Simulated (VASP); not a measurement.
Band structure of NiO (relaxed from the CsCl structure, space group Pm-3m). Method: r2SCAN meta-GGA, VASP's PBE PAW potentials (set 64) (plane waves; VASP).

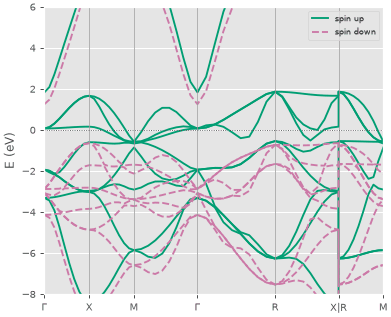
Fig. 1. Bands along high-symmetry lines, zero at the valence-band maximum or, without a gap, the Fermi level

Question: Read the plot: is there a gap, and where are the band edges?

Answer: It has no gap at this level: it comes out as a metal or semimetal.

The structure was generated: NiO was put into the CsCl type (Pm-3m), which need not be its known phase. It was relaxed first, which changed the volume by +17 %.
